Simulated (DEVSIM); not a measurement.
Structure: TaN/SiON/SiO2/p-Si capacitor, at 450 K.

| layer (left to right) | material | thickness (nm) | Na (cm⁻³) |
|---|---|---|---|
| 1 | SiON | 9.90 | - |
| 2 | SiO2 | 0.990 | - |
| 3 | Si | 970 | 3.5e17 |

Metal gate on the left, work function 4.4 eV. Fixed charge at the semiconductor interface -1.8e10 cm⁻² (in units of +e); no interface traps.

The device is made up for the run: typed textbook-type constants, with dimensions and the other settings drawn at random. Values at 300 K; Nc and Nv go as T^1.5, mobilities as T to minus their exponent, the gap by Varshni's rule with the affinity fixed.

```csv
parameter,SiON,SiO2,Si
gap (eV),7,9,1.124
affinity (eV),1.4,0.9,4.05
permittivity,5.5,3.9,11.7
Nc (cm⁻³),-,-,2.86e19
Nv (cm⁻³),-,-,3.1e19
Varshni α (eV/K),-,-,0.000473
Varshni β (K),-,-,636
```

DEVSIM, 1D Poisson equation in equilibrium, Boltzmann statistics, complete ionisation; no quantum confinement or tunnelling. Metal contacts follow the ideal Schottky-Mott rule: no Fermi-level pinning, no interface dipoles.

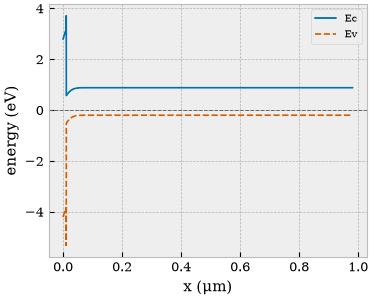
Figure: Band edges at 0.2 V on the gate

Energies count from the Fermi level of the right contact; mesh points crowd at the junctions.

```json
[
 {"x (μm)": "0.000", "Ec (eV)": "2.800", "Ev (eV)": "-4.200", "n (cm⁻³)": "< 1e2", "p (cm⁻³)": "< 1e2", "field (V/cm)": "370000"},
 {"x (μm)": "0.001169", "Ec (eV)": "2.844", "Ev (eV)": "-4.156", "n (cm⁻³)": "< 1e2", "p (cm⁻³)": "< 1e2", "field (V/cm)": "370000"},
 {"x (μm)": "0.003231", "Ec (eV)": "2.920", "Ev (eV)": "-4.080", "n (cm⁻³)": "< 1e2", "p (cm⁻³)": "< 1e2", "field (V/cm)": "370000"},
 {"x (μm)": "0.006423", "Ec (eV)": "3.039", "Ev (eV)": "-3.961", "n (cm⁻³)": "< 1e2", "p (cm⁻³)": "< 1e2", "field (V/cm)": "370000"},
 {"x (μm)": "0.009121", "Ec (eV)": "3.140", "Ev (eV)": "-3.860", "n (cm⁻³)": "< 1e2", "p (cm⁻³)": "< 1e2", "field (V/cm)": "370000"},
 {"x (μm)": "0.01011", "Ec (eV)": "3.680", "Ev (eV)": "-5.320", "n (cm⁻³)": "< 1e2", "p (cm⁻³)": "< 1e2", "field (V/cm)": "530000"},
 {"x (μm)": "0.01058", "Ec (eV)": "3.705", "Ev (eV)": "-5.295", "n (cm⁻³)": "< 1e2", "p (cm⁻³)": "< 1e2", "field (V/cm)": "530000"},
 {"x (μm)": "0.01194", "Ec (eV)": "0.589", "Ev (eV)": "-0.493", "n (cm⁻³)": "1.3e13", "p (cm⁻³)": "1.7e14", "field (V/cm)": "170000"},
 {"x (μm)": "0.01438", "Ec (eV)": "0.628", "Ev (eV)": "-0.454", "n (cm⁻³)": "4.9e12", "p (cm⁻³)": "4.7e14", "field (V/cm)": "150000"},
 {"x (μm)": "0.01986", "Ec (eV)": "0.704", "Ev (eV)": "-0.378", "n (cm⁻³)": "6.9e11", "p (cm⁻³)": "3.4e15", "field (V/cm)": "120000"},
 {"x (μm)": "0.03104", "Ec (eV)": "0.810", "Ev (eV)": "-0.272", "n (cm⁻³)": "4.5e10", "p (cm⁻³)": "5.2e16", "field (V/cm)": "67000"},
 {"x (μm)": "0.06656", "Ec (eV)": "0.882", "Ev (eV)": "-0.199", "n (cm⁻³)": "6.9e9", "p (cm⁻³)": "3.4e17", "field (V/cm)": "1800"},
 {"x (μm)": "0.1293", "Ec (eV)": "0.884", "Ev (eV)": "-0.197", "n (cm⁻³)": "6.6e9", "p (cm⁻³)": "3.5e17", "field (V/cm)": "≈ 0"},
 {"x (μm)": "0.2614", "Ec (eV)": "0.884", "Ev (eV)": "-0.197", "n (cm⁻³)": "6.6e9", "p (cm⁻³)": "3.5e17", "field (V/cm)": "≈ 0"},
 {"x (μm)": "0.6354", "Ec (eV)": "0.884", "Ev (eV)": "-0.197", "n (cm⁻³)": "6.6e9", "p (cm⁻³)": "3.5e17", "field (V/cm)": "≈ 0"},
 {"x (μm)": "0.8173", "Ec (eV)": "0.884", "Ev (eV)": "-0.197", "n (cm⁻³)": "6.6e9", "p (cm⁻³)": "3.5e17", "field (V/cm)": "≈ 0"},
 {"x (μm)": "0.9038", "Ec (eV)": "0.884", "Ev (eV)": "-0.197", "n (cm⁻³)": "6.6e9", "p (cm⁻³)": "3.5e17", "field (V/cm)": "≈ 0"},
 {"x (μm)": "0.9448", "Ec (eV)": "0.884", "Ev (eV)": "-0.197", "n (cm⁻³)": "6.6e9", "p (cm⁻³)": "3.5e17", "field (V/cm)": "≈ 0"},
 {"x (μm)": "0.9681", "Ec (eV)": "0.884", "Ev (eV)": "-0.197", "n (cm⁻³)": "6.6e9", "p (cm⁻³)": "3.5e17", "field (V/cm)": "≈ 0"},
 {"x (μm)": "0.9754", "Ec (eV)": "0.884", "Ev (eV)": "-0.197", "n (cm⁻³)": "6.6e9", "p (cm⁻³)": "3.5e17", "field (V/cm)": "≈ 0"},
 {"x (μm)": "0.9790", "Ec (eV)": "0.884", "Ev (eV)": "-0.197", "n (cm⁻³)": "6.6e9", "p (cm⁻³)": "3.5e17", "field (V/cm)": "≈ 0"},
 {"x (μm)": "0.9809", "Ec (eV)": "0.884", "Ev (eV)": "-0.197", "n (cm⁻³)": "6.6e9", "p (cm⁻³)": "3.5e17", "field (V/cm)": "≈ 0"}
]
```
